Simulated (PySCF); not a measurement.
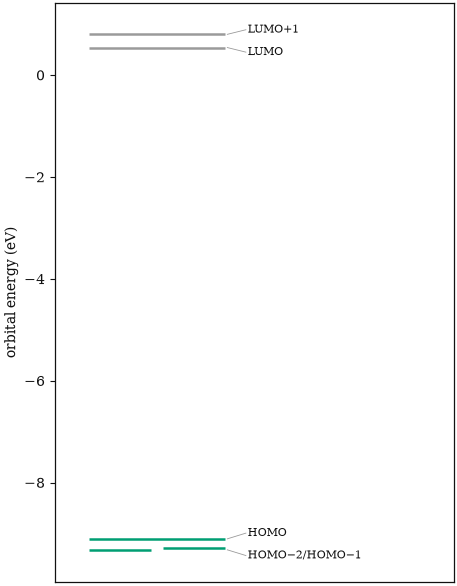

Kohn-Sham orbital energies near the frontier, CAM-B3LYP/def2-SVPD with PySCF 2.14.0, at a PBE0-D3(BJ)/def2-SVP geometry (no frequency check), isolated molecule; empty levels in grey, levels within 0.03 eV side by side.

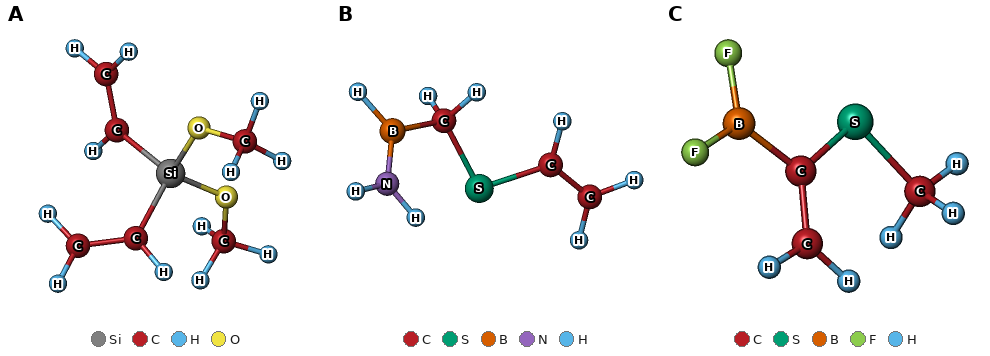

### Which molecule has this level scheme? Choose among the lettered structures.

Structure A, C₆H₁₂O₂Si (Si(vinyl)2(OMe)2), SMILES C=C[Si](C=C)(OC)OC. HOMO −9.11 eV, LUMO 0.54 eV, separation 9.64 eV.

Known limits of this run: one conformer of a flexible molecule; empty levels above zero depend strongly on the basis.
